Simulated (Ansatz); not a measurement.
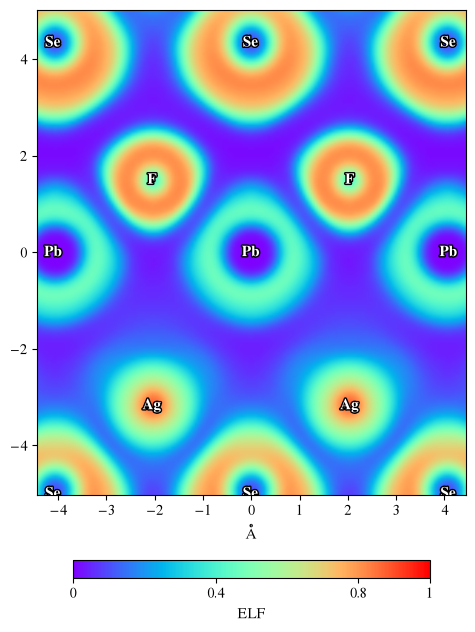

Figure 1: AgPbSeF. Electron localisation function on the (100) plane of the conventional cell.

Space group P4/nmm.

Theory: DFT PBEsol, scalar-relativistic, plane waves, PAW (Ansatz).

In a PAW calculation such maps are meaningful between the atoms, not at the nuclei.

Question: Interpret the plot.

Answer: The section cuts through Pb, Ag, Se and F sites.
Pb–F (2.54 Å): the ELF is about 0.15 at the midpoint: no shared electron pair shows on this line.
Ag–Se (2.74 Å): the ELF is about 0.25 at the midpoint and 0.15 at its lowest between the atoms.
The features right at Ag lie inside the PAW spheres, where the map follows smoothed inner orbitals and isn't to be read closely.
